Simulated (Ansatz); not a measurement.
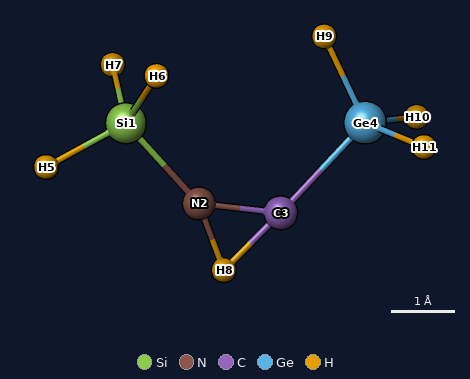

*The input geometry (ball-and-stick view, seen at a tilt; atoms are numbered from 1 in the order of the input). Sticks mark near contacts.*

## CH7GeNSi: molecular dynamics (part 1 of 5)

The run: molecular dynamics of CH7GeNSi. Method and program: RKS PBE0-D4/def2-SVP (Ansatz 0.2.0).

It belongs to a series of runs on one base structure; here: dynamics from the highest image of the converged band. Figures and captions count atoms from 1; the log counts them from 0 in places.

## The input
```yaml
crystal:
  periodic: [false, false, false]
  atoms:
    - { symbol: Si, position_ang: [-1.207911, 1.421607, -0.364606] }
    - { symbol: "N", position_ang: [-1.030113, -0.345945, -0.60894] }
    - { symbol: C, position_ang: [-0.166046, -1.311813, -0.329703] }
    - { symbol: Ge, position_ang: [1.556198, -1.051825, 0.620634] }
    - { symbol: H, position_ang: [-2.634278, 1.737643, -0.643469] }
    - { symbol: H, position_ang: [-0.864539, 1.807593, 1.03789] }
    - { symbol: H, position_ang: [-0.329465, 2.149998, -1.327155] }
    - { symbol: H, position_ang: [-1.294636, -1.443281, -0.954863] }
    - { symbol: H, position_ang: [1.854704, 0.444525, 0.900751] }
    - { symbol: H, position_ang: [2.673309, -1.638191, -0.259056] }
    - { symbol: H, position_ang: [1.508078, -1.827211, 1.949018] }
basis:
  gaussian: { orbitals: def2-SVP }
hamiltonian:
  xc: pbe0
  dispersion: d4
md:
  timestep: 0.5
  n_steps: 200
  ensemble: nve
  temperature: 100.0
  initial_velocities: maxwell_boltzmann
  seed: 10035
```

Run on 2 threads of Intel Xeon (Granite Rapids), 16 GiB of memory available, shared host.

Launch command:
```bash
ansatz run input.yaml --threads 2 --pin off --max-ram 3072MiB --backend cpu --events-out ev --progress --plain --runs-dir out
```

## Output
```
Engine: ansatz 0.2.0, x86_64-unknown-linux-gnu
Functional definition: PBE0
  parameter a = 0.25
  parameter kappa = 0.804
  parameter beta = 0.06672455060314922
  exchange = (1 - a)*pbe_x(kappa = kappa, mu = beta*pi^2/3) + a*exact_x
  correlation = pbe_c(beta = beta)
1231 factors; integrals over basis functions are off by at most 2.9e-4 eV
mean field evaluation 1: about -67004.1542 eV, gradient 3.9e1 eV
mean field evaluation 2: about -66999.7509 eV, gradient 5.7e1 eV
mean field evaluation 4: about -67007.3054 eV, gradient 4.8e0 eV
mean field evaluation 8: about -67007.3755 eV, gradient 7.5e-2 eV
mean field evaluation 16: about -67007.3755 eV, gradient 8.4e-5 eV
mean field -67007.37551225 eV, -2462.4756308450 hartree, gradient 8.4e-5 eV, S^2 0.000000; 0 other end points of the search recorded, 0 dependent functions left out
the calculation of the forces begins
reference -67007.37554312 eV, -2462.4756319791 hartree; 33, 33 occupied and 80, 80 virtual orbitals, 1231 factors
md step     0: t =     0.00 fs  T =   100.0 K  F+E_penalty+E_count = -67007.57618503 eV  E_kin = 0.116334 eV  conserved = -67007.45985103 eV  (26 SCF iters)
these checks for a lower state are left out or cut short: starts, cluster_reference, orbital_swaps, neighbouring_geometries, increment
1231 factors; integrals over basis functions are off by at most 2.9e-4 eV
mean field -67007.37435707 eV, -2462.4755883928 hartree, gradient 2.1e-5 eV, S^2 0.000000; 0 other end points of the search recorded, 0 dependent functions left out
the calculation of the forces begins
reference -67007.37438793 eV, -2462.4755895267 hartree; 33, 33 occupied and 80, 80 virtual orbitals, 1231 factors
md step     1: t =     0.50 fs  T =    99.1 K  F+E_penalty+E_count = -67007.57509284 eV  E_kin = 0.115253 eV  conserved = -67007.45983981 eV  (27 SCF iters)
[... from here on the SCF iterations and repeated set-up lines of each step are left out, up to the last step ...]
md step     2: t =     1.00 fs  T =    96.5 K  F+E_penalty+E_count = -67007.57202423 eV  E_kin = 0.112211 eV  conserved = -67007.45981338 eV  (27 SCF iters)
md step     3: t =     1.50 fs  T =    92.5 K  F+E_penalty+E_count = -67007.56739657 eV  E_kin = 0.107621 eV  conserved = -67007.45977559 eV  (26 SCF iters)
md step     4: t =     2.00 fs  T =    87.7 K  F+E_penalty+E_count = -67007.56180388 eV  E_kin = 0.102071 eV  conserved = -67007.45973296 eV  (26 SCF iters)
md step     5: t =     2.50 fs  T =    82.7 K  F+E_penalty+E_count = -67007.55592086 eV  E_kin = 0.096230 eV  conserved = -67007.45969101 eV  (26 SCF iters)
md step     6: t =     3.00 fs  T =    78.0 K  F+E_penalty+E_count = -67007.55041144 eV  E_kin = 0.090757 eV  conserved = -67007.45965483 eV  (26 SCF iters)
md step     7: t =     3.50 fs  T =    74.1 K  F+E_penalty+E_count = -67007.54585126 eV  E_kin = 0.086224 eV  conserved = -67007.45962733 eV  (26 SCF iters)
md step     8: t =     4.00 fs  T =    71.4 K  F+E_penalty+E_count = -67007.54268057 eV  E_kin = 0.083071 eV  conserved = -67007.45960919 eV  (27 SCF iters)
md step     9: t =     4.50 fs  T =    70.1 K  F+E_penalty+E_count = -67007.54119385 eV  E_kin = 0.081596 eV  conserved = -67007.45959813 eV  (27 SCF iters)
md step    10: t =     5.00 fs  T =    70.5 K  F+E_penalty+E_count = -67007.54157229 eV  E_kin = 0.081983 eV  conserved = -67007.45958974 eV  (27 SCF iters)
md step    11: t =     5.50 fs  T =    72.5 K  F+E_penalty+E_count = -67007.54395751 eV  E_kin = 0.084381 eV  conserved = -67007.45957663 eV  (28 SCF iters)
md step    12: t =     6.00 fs  T =    76.5 K  F+E_penalty+E_count = -67007.54856958 eV  E_kin = 0.089020 eV  conserved = -67007.45954937 eV  (27 SCF iters)
md step    13: t =     6.50 fs  T =    82.8 K  F+E_penalty+E_count = -67007.55586523 eV  E_kin = 0.096371 eV  conserved = -67007.45949420 eV  (26 SCF iters)
md step    14: t =     7.00 fs  T =    92.3 K  F+E_penalty+E_count = -67007.56674584 eV  E_kin = 0.107350 eV  conserved = -67007.45939536 eV  (28 SCF iters)
md step    15: t =     7.50 fs  T =   106.2 K  F+E_penalty+E_count = -67007.58281233 eV  E_kin = 0.123577 eV  conserved = -67007.45923513 eV  (28 SCF iters)
md step    16: t =     8.00 fs  T =   126.9 K  F+E_penalty+E_count = -67007.60666775 eV  E_kin = 0.147676 eV  conserved = -67007.45899172 eV  (28 SCF iters)
md step    17: t =     8.50 fs  T =   157.8 K  F+E_penalty+E_count = -67007.64226647 eV  E_kin = 0.183622 eV  conserved = -67007.45864465 eV  (27 SCF iters)
md step    18: t =     9.00 fs  T =   203.8 K  F+E_penalty+E_count = -67007.69526223 eV  E_kin = 0.237081 eV  conserved = -67007.45818142 eV  (31 SCF iters)
md step    19: t =     9.50 fs  T =   271.3 K  F+E_penalty+E_count = -67007.77325172 eV  E_kin = 0.315639 eV  conserved = -67007.45761310 eV  (30 SCF iters)
md step    20: t =    10.00 fs  T =   368.5 K  F+E_penalty+E_count = -67007.88568287 eV  E_kin = 0.428679 eV  conserved = -67007.45700367 eV  (31 SCF iters)
md step    21: t =    10.50 fs  T =   504.2 K  F+E_penalty+E_count = -67008.04300991 eV  E_kin = 0.586505 eV  conserved = -67007.45650483 eV  (31 SCF iters, 3 dispersion substeps)
md step    22: t =    11.00 fs  T =   686.1 K  F+E_penalty+E_count = -67008.25451628 eV  E_kin = 0.798164 eV  conserved = -67007.45635268 eV  (31 SCF iters, 3 dispersion substeps)
md step    23: t =    11.50 fs  T =   918.2 K  F+E_penalty+E_count = -67008.52493576 eV  E_kin = 1.068129 eV  conserved = -67007.45680677 eV  (31 SCF iters, 3 dispersion substeps)
md step    24: t =    12.00 fs  T =  1197.4 K  F+E_penalty+E_count = -67008.85099905 eV  E_kin = 1.392984 eV  conserved = -67007.45801493 eV  (31 SCF iters, 3 dispersion substeps)
md step    25: t =    12.50 fs  T =  1512.1 K  F+E_penalty+E_count = -67009.21898004 eV  E_kin = 1.759058 eV  conserved = -67007.45992191 eV  (31 SCF iters, 3 dispersion substeps)
md step    26: t =    13.00 fs  T =  1841.5 K  F+E_penalty+E_count = -67009.60463722 eV  E_kin = 2.142301 eV  conserved = -67007.46233652 eV  (30 SCF iters, 3 dispersion substeps)
md step    27: t =    13.50 fs  T =  2158.0 K  F+E_penalty+E_count = -67009.97549252 eV  E_kin = 2.510436 eV  conserved = -67007.46505664 eV  (29 SCF iters, 3 dispersion substeps)
md step    28: t =    14.00 fs  T =  2429.7 K  F+E_penalty+E_count = -67010.29428734 eV  E_kin = 2.826535 eV  conserved = -67007.46775247 eV  (30 SCF iters, 3 dispersion substeps)
md step    29: t =    14.50 fs  T =  2625.9 K  F+E_penalty+E_count = -67010.52465564 eV  E_kin = 3.054855 eV  conserved = -67007.46980093 eV  (30 SCF iters, 3 dispersion substeps)
md step    30: t =    15.00 fs  T =  2724.3 K  F+E_penalty+E_count = -67010.63989529 eV  E_kin = 3.169329 eV  conserved = -67007.47056587 eV  (30 SCF iters, 3 dispersion substeps)
md step    31: t =    15.50 fs  T =  2717.2 K  F+E_penalty+E_count = -67010.63094083 eV  E_kin = 3.161041 eV  conserved = -67007.46989951 eV  (31 SCF iters, 3 dispersion substeps)
md step    32: t =    16.00 fs  T =  2612.8 K  F+E_penalty+E_count = -67010.50781623 eV  E_kin = 3.039614 eV  conserved = -67007.46820251 eV  (31 SCF iters, 3 dispersion substeps)
md step    33: t =    16.50 fs  T =  2431.0 K  F+E_penalty+E_count = -67010.29413914 eV  E_kin = 2.828059 eV  conserved = -67007.46608013 eV  (31 SCF iters, 3 dispersion substeps)
md step    34: t =    17.00 fs  T =  2196.5 K  F+E_penalty+E_count = -67010.01927644 eV  E_kin = 2.555262 eV  conserved = -67007.46401434 eV  (31 SCF iters, 3 dispersion substeps)
md step    35: t =    17.50 fs  T =  1933.9 K  F+E_penalty+E_count = -67009.71202755 eV  E_kin = 2.249727 eV  conserved = -67007.46230085 eV  (31 SCF iters, 3 dispersion substeps)
md step    36: t =    18.00 fs  T =  1662.0 K  F+E_penalty+E_count = -67009.39451044 eV  E_kin = 1.933510 eV  conserved = -67007.46100073 eV  (31 SCF iters, 3 dispersion substeps)
md step    37: t =    18.50 fs  T =  1393.8 K  F+E_penalty+E_count = -67009.08150310 eV  E_kin = 1.621507 eV  conserved = -67007.45999572 eV  (31 SCF iters, 3 dispersion substeps)
md step    38: t =    19.00 fs  T =  1140.6 K  F+E_penalty+E_count = -67008.78624837 eV  E_kin = 1.326923 eV  conserved = -67007.45932505 eV  (31 SCF iters, 3 dispersion substeps)
md step    39: t =    19.50 fs  T =   910.5 K  F+E_penalty+E_count = -67008.51811380 eV  E_kin = 1.059202 eV  conserved = -67007.45891131 eV  (27 SCF iters, 3 dispersion substeps)
md step    40: t =    20.00 fs  T =   708.2 K  F+E_penalty+E_count = -67008.28251319 eV  E_kin = 0.823847 eV  conserved = -67007.45866631 eV  (28 SCF iters, 3 dispersion substeps)
md step    41: t =    20.50 fs  T =   536.4 K  F+E_penalty+E_count = -67008.08248969 eV  E_kin = 0.623968 eV  conserved = -67007.45852165 eV  (28 SCF iters, 3 dispersion substeps)
md step    42: t =    21.00 fs  T =   396.6 K  F+E_penalty+E_count = -67007.91982841 eV  E_kin = 0.461406 eV  conserved = -67007.45842238 eV  (29 SCF iters, 3 dispersion substeps)
md step    43: t =    21.50 fs  T =   290.2 K  F+E_penalty+E_count = -67007.79586585 eV  E_kin = 0.337545 eV  conserved = -67007.45832095 eV  (29 SCF iters, 3 dispersion substeps)
md step    44: t =    22.00 fs  T =   218.3 K  F+E_penalty+E_count = -67007.71215605 eV  E_kin = 0.253980 eV  conserved = -67007.45817588 eV  (29 SCF iters, 3 dispersion substeps)
md step    45: t =    22.50 fs  T =   183.2 K  F+E_penalty+E_count = -67007.67103993 eV  E_kin = 0.213085 eV  conserved = -67007.45795467 eV  (30 SCF iters, 3 dispersion substeps)
md step    46: t =    23.00 fs  T =   187.8 K  F+E_penalty+E_count = -67007.67609366 eV  E_kin = 0.218455 eV  conserved = -67007.45763856 eV  (29 SCF iters, 3 dispersion substeps)
md step    47: t =    23.50 fs  T =   236.5 K  F+E_penalty+E_count = -67007.73235644 eV  E_kin = 0.275117 eV  conserved = -67007.45723917 eV  (30 SCF iters, 3 dispersion substeps)
md step    48: t =    24.00 fs  T =   334.6 K  F+E_penalty+E_count = -67007.84604781 eV  E_kin = 0.389216 eV  conserved = -67007.45683220 eV  (30 SCF iters, 3 dispersion substeps)
md step    49: t =    24.50 fs  T =   486.9 K  F+E_penalty+E_count = -67008.02300555 eV  E_kin = 0.566394 eV  conserved = -67007.45661144 eV  (28 SCF iters, 3 dispersion substeps)
md step    50: t =    25.00 fs  T =   695.6 K  F+E_penalty+E_count = -67008.26592599 eV  E_kin = 0.809197 eV  conserved = -67007.45672908 eV  (28 SCF iters, 3 dispersion substeps)
md step    51: t =    25.50 fs  T =   961.9 K  F+E_penalty+E_count = -67008.57680925 eV  E_kin = 1.119035 eV  conserved = -67007.45777443 eV  (31 SCF iters, 3 dispersion substeps)
md step    52: t =    26.00 fs  T =  1275.3 K  F+E_penalty+E_count = -67008.94418690 eV  E_kin = 1.483649 eV  conserved = -67007.46053804 eV  (31 SCF iters, 3 dispersion substeps)
md step    53: t =    26.50 fs  T =  1602.0 K  F+E_penalty+E_count = -67009.32923524 eV  E_kin = 1.863673 eV  conserved = -67007.46556184 eV  (31 SCF iters, 3 dispersion substeps)
md step    54: t =    27.00 fs  T =  1884.4 K  F+E_penalty+E_count = -67009.66460571 eV  E_kin = 2.192254 eV  conserved = -67007.47235167 eV  (31 SCF iters, 3 dispersion substeps)
md step    55: t =    27.50 fs  T =  2053.1 K  F+E_penalty+E_count = -67009.86528758 eV  E_kin = 2.388442 eV  conserved = -67007.47684589 eV  (31 SCF iters, 3 dispersion substeps)
md step    56: t =    28.00 fs  T =  2078.8 K  F+E_penalty+E_count = -67009.88922303 eV  E_kin = 2.418330 eV  conserved = -67007.47089264 eV  (31 SCF iters, 3 dispersion substeps)
md step    57: t =    28.50 fs  T =  2050.0 K  F+E_penalty+E_count = -67009.83911807 eV  E_kin = 2.384903 eV  conserved = -67007.45421521 eV  (31 SCF iters, 3 dispersion substeps)
md step    58: t =    29.00 fs  T =  2141.1 K  F+E_penalty+E_count = -67009.93935032 eV  E_kin = 2.490798 eV  conserved = -67007.44855216 eV  (27 SCF iters, 3 dispersion substeps)
md step    59: t =    29.50 fs  T =  2401.0 K  F+E_penalty+E_count = -67010.25862972 eV  E_kin = 2.793159 eV  conserved = -67007.46547067 eV  (27 SCF iters, 3 dispersion substeps)
md step    60: t =    30.00 fs  T =  2662.1 K  F+E_penalty+E_count = -67010.57865254 eV  E_kin = 3.096942 eV  conserved = -67007.48171017 eV  (28 SCF iters, 3 dispersion substeps)
md step    61: t =    30.50 fs  T =  2740.4 K  F+E_penalty+E_count = -67010.67073653 eV  E_kin = 3.188035 eV  conserved = -67007.48270157 eV  (30 SCF iters, 3 dispersion substeps)
md step    62: t =    31.00 fs  T =  2597.6 K  F+E_penalty+E_count = -67010.49711933 eV  E_kin = 3.021883 eV  conserved = -67007.47523633 eV  (29 SCF iters, 3 dispersion substeps)
md step    63: t =    31.50 fs  T =  2300.8 K  F+E_penalty+E_count = -67010.14405186 eV  E_kin = 2.676580 eV  conserved = -67007.46747230 eV  (30 SCF iters, 3 dispersion substeps)
md step    64: t =    32.00 fs  T =  1934.8 K  F+E_penalty+E_count = -67009.71302818 eV  E_kin = 2.250879 eV  conserved = -67007.46214928 eV  (30 SCF iters, 3 dispersion substeps)
md step    65: t =    32.50 fs  T =  1564.0 K  F+E_penalty+E_count = -67009.27864593 eV  E_kin = 1.819412 eV  conserved = -67007.45923359 eV  (29 SCF iters, 3 dispersion substeps)
md step    66: t =    33.00 fs  T =  1220.8 K  F+E_penalty+E_count = -67008.87792646 eV  E_kin = 1.420155 eV  conserved = -67007.45777157 eV  (29 SCF iters, 3 dispersion substeps)
md step    67: t =    33.50 fs  T =   919.8 K  F+E_penalty+E_count = -67008.52716929 eV  E_kin = 1.070010 eV  conserved = -67007.45715932 eV  (31 SCF iters, 3 dispersion substeps)
md step    68: t =    34.00 fs  T =   670.3 K  F+E_penalty+E_count = -67008.23681567 eV  E_kin = 0.779743 eV  conserved = -67007.45707311 eV  (31 SCF iters, 3 dispersion substeps)
md step    69: t =    34.50 fs  T =   473.4 K  F+E_penalty+E_count = -67008.00793414 eV  E_kin = 0.550709 eV  conserved = -67007.45722501 eV  (31 SCF iters, 3 dispersion substeps)
md step    70: t =    35.00 fs  T =   326.9 K  F+E_penalty+E_count = -67007.83780797 eV  E_kin = 0.380340 eV  conserved = -67007.45746770 eV  (33 SCF iters, 3 dispersion substeps)
md step    71: t =    35.50 fs  T =   227.6 K  F+E_penalty+E_count = -67007.72247493 eV  E_kin = 0.264758 eV  conserved = -67007.45771714 eV  (33 SCF iters, 3 dispersion substeps)
md step    72: t =    36.00 fs  T =   172.0 K  F+E_penalty+E_count = -67007.65797644 eV  E_kin = 0.200053 eV  conserved = -67007.45792342 eV  (32 SCF iters, 3 dispersion substeps)
md step    73: t =    36.50 fs  T =   157.3 K  F+E_penalty+E_count = -67007.64110253 eV  E_kin = 0.183051 eV  conserved = -67007.45805183 eV  (33 SCF iters, 3 dispersion substeps)
md step    74: t =    37.00 fs  T =   182.1 K  F+E_penalty+E_count = -67007.66989402 eV  E_kin = 0.211812 eV  conserved = -67007.45808156 eV  (33 SCF iters, 3 dispersion substeps)
md step    75: t =    37.50 fs  T =   245.8 K  F+E_penalty+E_count = -67007.74396228 eV  E_kin = 0.285958 eV  conserved = -67007.45800443 eV  (33 SCF iters, 3 dispersion substeps)
md step    76: t =    38.00 fs  T =   349.7 K  F+E_penalty+E_count = -67007.86461331 eV  E_kin = 0.406781 eV  conserved = -67007.45783196 eV  (29 SCF iters, 3 dispersion substeps)
md step    77: t =    38.50 fs  T =   496.0 K  F+E_penalty+E_count = -67008.03467867 eV  E_kin = 0.577069 eV  conserved = -67007.45760973 eV  (32 SCF iters, 3 dispersion substeps)
md step    78: t =    39.00 fs  T =   688.1 K  F+E_penalty+E_count = -67008.25786894 eV  E_kin = 0.800439 eV  conserved = -67007.45742977 eV  (30 SCF iters, 3 dispersion substeps)
md step    79: t =    39.50 fs  T =   928.3 K  F+E_penalty+E_count = -67008.53735909 eV  E_kin = 1.079895 eV  conserved = -67007.45746397 eV  (30 SCF iters, 3 dispersion substeps)
md step    80: t =    40.00 fs  T =  1216.1 K  F+E_penalty+E_count = -67008.87272801 eV  E_kin = 1.414715 eV  conserved = -67007.45801267 eV  (30 SCF iters, 3 dispersion substeps)
md step    81: t =    40.50 fs  T =  1543.7 K  F+E_penalty+E_count = -67009.25517570 eV  E_kin = 1.795889 eV  conserved = -67007.45928667 eV  (30 SCF iters, 3 dispersion substeps)
md step    82: t =    41.00 fs  T =  1899.9 K  F+E_penalty+E_count = -67009.67210773 eV  E_kin = 2.210217 eV  conserved = -67007.46189041 eV  (30 SCF iters, 3 dispersion substeps)
md step    83: t =    41.50 fs  T =  2255.1 K  F+E_penalty+E_count = -67010.08969205 eV  E_kin = 2.623391 eV  conserved = -67007.46630149 eV  (30 SCF iters, 3 dispersion substeps)
md step    84: t =    42.00 fs  T =  2556.5 K  F+E_penalty+E_count = -67010.44631012 eV  E_kin = 2.974030 eV  conserved = -67007.47228051 eV  (29 SCF iters, 3 dispersion substeps)
md step    85: t =    42.50 fs  T =  2737.6 K  F+E_penalty+E_count = -67010.66260204 eV  E_kin = 3.184805 eV  conserved = -67007.47779682 eV  (30 SCF iters, 3 dispersion substeps)
md step    86: t =    43.00 fs  T =  2744.1 K  F+E_penalty+E_count = -67010.67041083 eV  E_kin = 3.192372 eV  conserved = -67007.47803920 eV  (30 SCF iters, 3 dispersion substeps)
md step    87: t =    43.50 fs  T =  2584.9 K  F+E_penalty+E_count = -67010.47631661 eV  E_kin = 3.007092 eV  conserved = -67007.46922423 eV  (30 SCF iters, 3 dispersion substeps)
md step    88: t =    44.00 fs  T =  2359.3 K  F+E_penalty+E_count = -67010.20253571 eV  E_kin = 2.744688 eV  conserved = -67007.45784739 eV  (30 SCF iters, 3 dispersion substeps)
md step    89: t =    44.50 fs  T =  2183.4 K  F+E_penalty+E_count = -67009.99694001 eV  E_kin = 2.540080 eV  conserved = -67007.45686017 eV  (30 SCF iters, 3 dispersion substeps)
md step    90: t =    45.00 fs  T =  2071.7 K  F+E_penalty+E_count = -67009.87507514 eV  E_kin = 2.410087 eV  conserved = -67007.46498864 eV  (30 SCF iters, 3 dispersion substeps)
md step    91: t =    45.50 fs  T =  1944.3 K  F+E_penalty+E_count = -67009.73226222 eV  E_kin = 2.261923 eV  conserved = -67007.47033964 eV  (31 SCF iters, 3 dispersion substeps)
md step    92: t =    46.00 fs  T =  1737.2 K  F+E_penalty+E_count = -67009.49013649 eV  E_kin = 2.021011 eV  conserved = -67007.46912598 eV  (31 SCF iters, 3 dispersion substeps)
md step    93: t =    46.50 fs  T =  1453.6 K  F+E_penalty+E_count = -67009.15593441 eV  E_kin = 1.691049 eV  conserved = -67007.46488507 eV  (31 SCF iters, 3 dispersion substeps)
md step    94: t =    47.00 fs  T =  1136.3 K  F+E_penalty+E_count = -67008.78277010 eV  E_kin = 1.321868 eV  conserved = -67007.46090172 eV  (31 SCF iters, 3 dispersion substeps)
md step    95: t =    47.50 fs  T =   830.5 K  F+E_penalty+E_count = -67008.42440088 eV  E_kin = 0.966127 eV  conserved = -67007.45827402 eV  (31 SCF iters, 3 dispersion substeps)
md step    96: t =    48.00 fs  T =   568.0 K  F+E_penalty+E_count = -67008.11766251 eV  E_kin = 0.660762 eV  conserved = -67007.45690027 eV  (28 SCF iters, 3 dispersion substeps)
md step    97: t =    48.50 fs  T =   366.3 K  F+E_penalty+E_count = -67007.88248648 eV  E_kin = 0.426096 eV  conserved = -67007.45639048 eV  (29 SCF iters, 3 dispersion substeps)
md step    98: t =    49.00 fs  T =   232.0 K  F+E_penalty+E_count = -67007.72624756 eV  E_kin = 0.269864 eV  conserved = -67007.45638327 eV  (29 SCF iters, 3 dispersion substeps)
md step    99: t =    49.50 fs  T =   164.4 K  F+E_penalty+E_count = -67007.64788403 eV  E_kin = 0.191281 eV  conserved = -67007.45660285 eV  (30 SCF iters, 3 dispersion substeps)
md step   100: t =    50.00 fs  T =   160.0 K  F+E_penalty+E_count = -67007.64299048 eV  E_kin = 0.186085 eV  conserved = -67007.45690556 eV  (30 SCF iters, 3 dispersion substeps)
md step   101: t =    50.50 fs  T =   214.5 K  F+E_penalty+E_count = -67007.70678692 eV  E_kin = 0.249534 eV  conserved = -67007.45725243 eV  (30 SCF iters, 3 dispersion substeps)
md step   102: t =    51.00 fs  T =   323.6 K  F+E_penalty+E_count = -67007.83403469 eV  E_kin = 0.376409 eV  conserved = -67007.45762582 eV  (28 SCF iters, 3 dispersion substeps)
md step   103: t =    51.50 fs  T =   482.1 K  F+E_penalty+E_count = -67008.01891330 eV  E_kin = 0.560886 eV  conserved = -67007.45802741 eV  (28 SCF iters, 3 dispersion substeps)
md step   104: t =    52.00 fs  T =   684.7 K  F+E_penalty+E_count = -67008.25501677 eV  E_kin = 0.796534 eV  conserved = -67007.45848307 eV  (28 SCF iters, 3 dispersion substeps)
```
